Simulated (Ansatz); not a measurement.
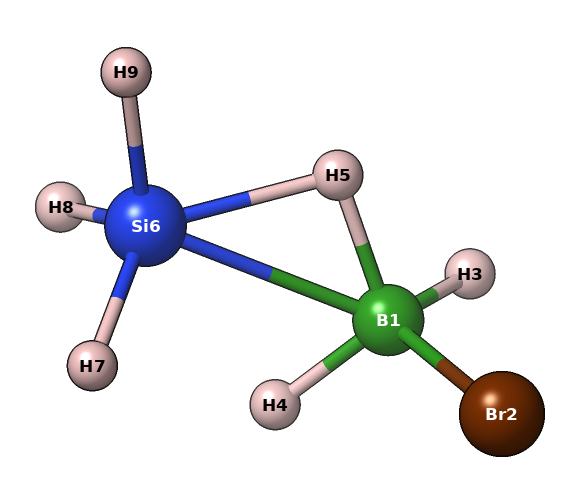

The atoms are numbered. The computed structure is the end point of a PBE0-D4/def2-TZVP optimisation.

**Which bond is the longest?**

B1–Si6, 2.201 Å.

**What is the dihedral angle Br2–B1–H5–Si6?**

103° in size, that is anticlinal.
